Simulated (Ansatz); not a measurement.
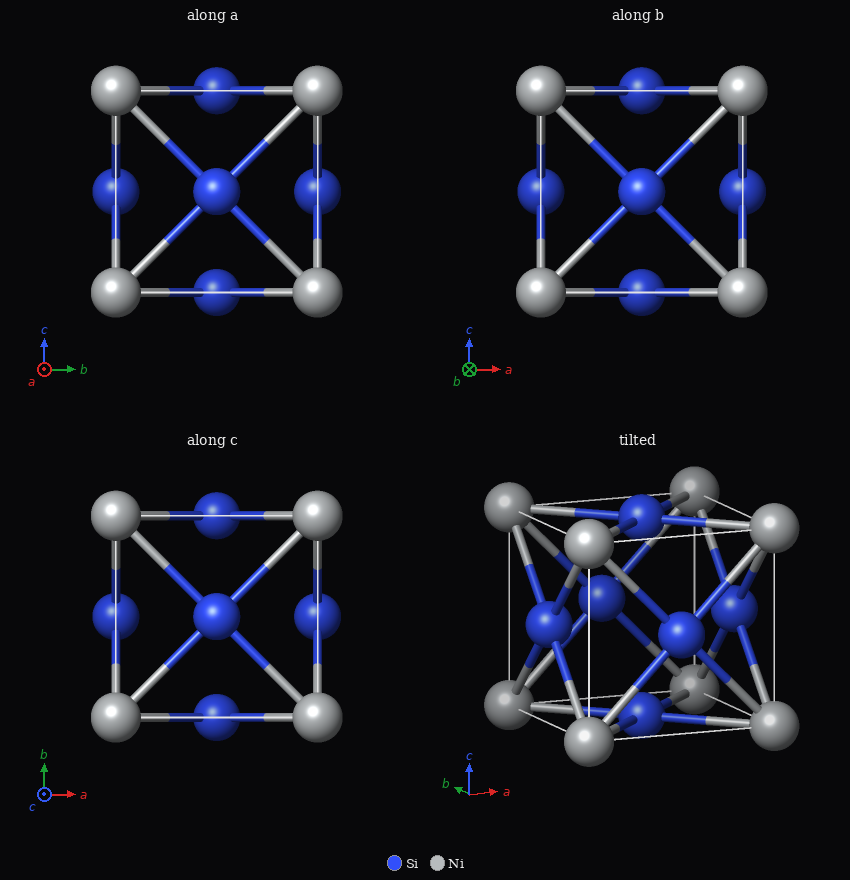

Ball-and-stick representation of a periodic structure, projected along the a axis, along the b axis, along the c axis and slightly off an axis. Atoms at the boundary of the conventional unit cell (the box) are drawn once for each face, edge or corner they touch.

Lattice parameters: a = 3.700 Å, b = 3.700 Å, c = 3.700 Å, α = 90.00°, β = 90.00°, γ = 90.00°. Put a along x and b in the xy plane.

Q: Convert the drawing into a POSCAR file.

A:
```
Si Ni
1.0
     3.700    0.000    0.000
     0.000    3.700    0.000
     0.000    0.000    3.700
Si Ni
3 1
Direct
  0.0000 0.5000 0.5000
  0.5000 0.0000 0.5000
  0.5000 0.5000 0.0000
  0.0000 0.0000 0.0000
```

Source of the structure: a structure type filled with these elements by a generator (whether the compound takes this form wasn't checked). Earlier steps of the study may have refined or changed the cell and positions. It went into a calculation with Ansatz.
